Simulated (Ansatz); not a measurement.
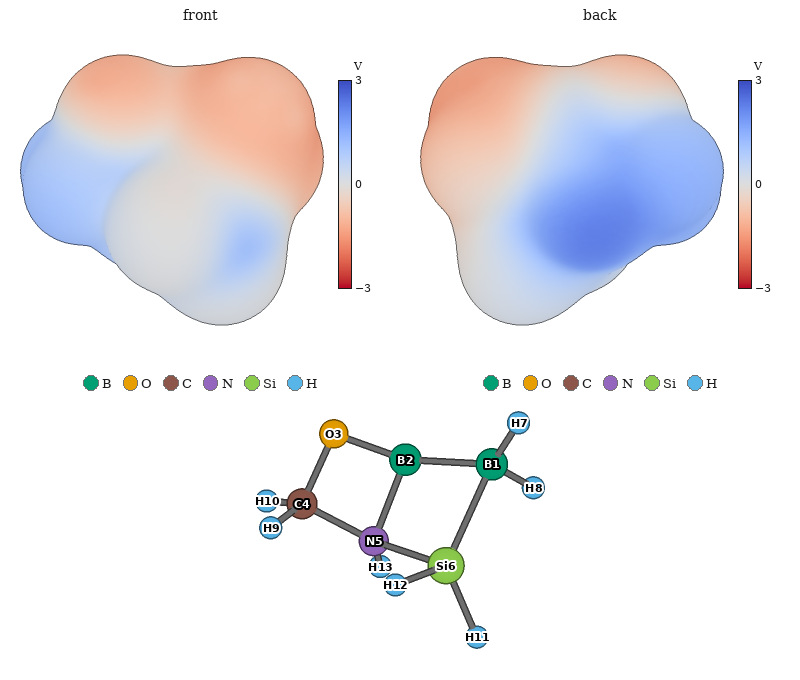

Figure 1: CH$_{7}$B$_{2}$NOSi. The molecular electrostatic potential painted on the density surface at 0.001 e/bohr³, seen from the front and from behind; the colour scale runs from red (negative) to blue (positive). The bare structure is drawn below in the same view.

Theory: RKS B3LYP/def2-SVP in Ansatz.

```xyz
13

B    -0.2503   -1.0783   -1.5286
B     0.1223    0.4460   -0.9973
O     1.1248    1.3476   -0.6752
C     0.4766    1.7240    0.5358
N    -0.6688    0.8049    0.3694
Si   -0.5274   -1.1476    0.5014
H     0.5026   -1.8049   -2.1335
H    -1.4423   -1.1446   -1.8145
H     1.1002    1.5013    1.4161
H     0.1705    2.7831    0.5432
H    -1.8451   -1.4831    1.1237
H     0.5105   -1.2892    1.5733
H    -1.6036    1.2090    0.4159
```

Describe the electrostatic potential map.

The most negative region (about −1.4 V, or −32 kcal/mol for a unit charge) lies over H7, the most positive (about +2.2 V, or +51 kcal/mol for a unit charge) over H13.
